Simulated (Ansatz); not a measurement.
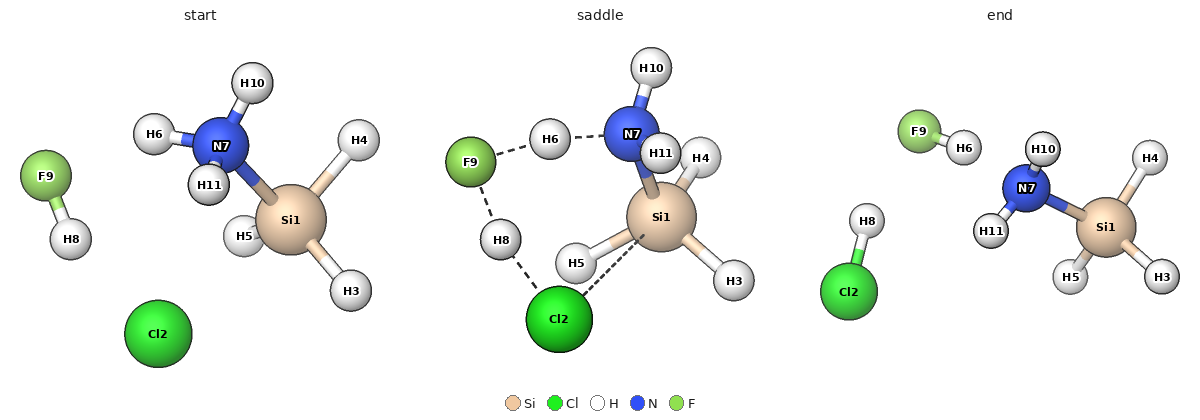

One elementary step of SiNH₇ClF: start, first-order saddle point (changing pairs dashed) and end. Electronic energies at PBE0-D4/def2-TZVP geometries, energies in def2-TZVPP, the Ansatz code; cores frozen in correlated methods, no zero-point terms. Start and end are the structures at the ends of the path (complexes, where there are several molecules). Lines between the levels only guide the eye.

**Which bonds change in the step?**

Cl2–H8 (1.89 → 1.46 → 1.31 Å) and H6–F9 (1.76 → 1.23 → 0.99 Å) form; H6–N7 (1.04 → 1.20 → 1.56 Å) and H8–F9 (0.98 → 1.25 → 1.75 Å) break; Si1–Cl2 (2.60 → 3.30 → 4.43 Å) lengthens (lengths at start, saddle and end; changes of bond order aren't listed). The imaginary mode at the saddle is 718.0i cm⁻¹ (PBE0-D4).

**What are the heights of saddle and end over the start, in kcal/mol? Levels: BHLYP-D4, HF and B3LYP-D4.**

```tsv
level	barrier	reverse barrier	step energy
BHLYP-D4	6.8	8.0	−1.1
HF	11.0	15.8	−4.8
B3LYP-D4	4.1	5.7	−1.5
```

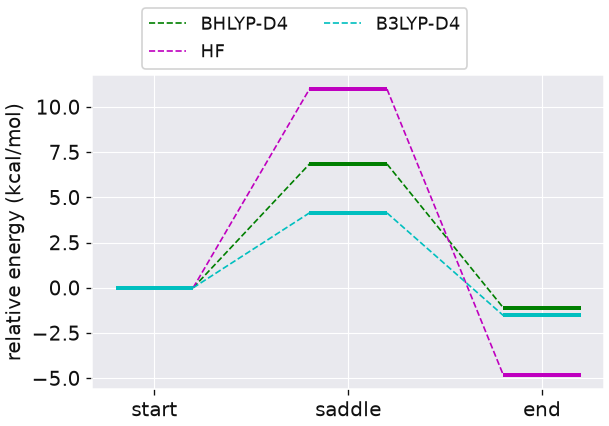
